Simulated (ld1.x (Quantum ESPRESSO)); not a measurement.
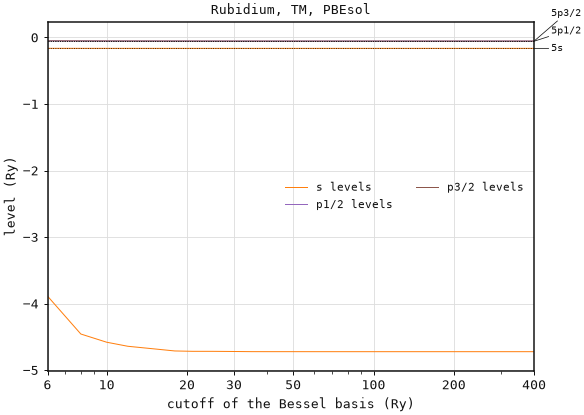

The pseudo-atom Hamiltonian at the reference potential is diagonalised in spherical Bessel functions (20 bohr box) up to the cutoff. Curves: the lowest levels of each channel that holds a bound state. Dotted lines: the all-electron valence levels.

Rubidium (Rb), norm-conserving Troullier–Martins (Kleinman–Bylander form), made with ld1.x (Quantum ESPRESSO) 7.5 (PBEsol, fully relativistic). Core [Kr], reference 5s1 5p0. Waves: 5s (bound): rc 3.25 bohr; 4d channel at 0.3 Ry: rc 3.25 bohr; 5p (bound, empty): rc 3.30 bohr. Local part: the p channel. Core correction: none.

Q: Does every curve settle on an all-electron level?

A: Ghost state below the valence levels: s at -64.2 eV. A ghost is a curve that settles on no dotted line: a bound state with no counterpart among the valence levels. In Ry: s -4.72.

Q: Does the ghost need a high cutoff to show?

A: The lowest s curve lies clearly below the lowest valence level of its channel already at the lowest cutoff, 6 Ry, and ends at -4.72 Ry.

Q: Read the all-electron valence levels.

A: 5s: -0.16 Ry; 5p1/2: -0.06 Ry; 5p3/2: -0.05 Ry.
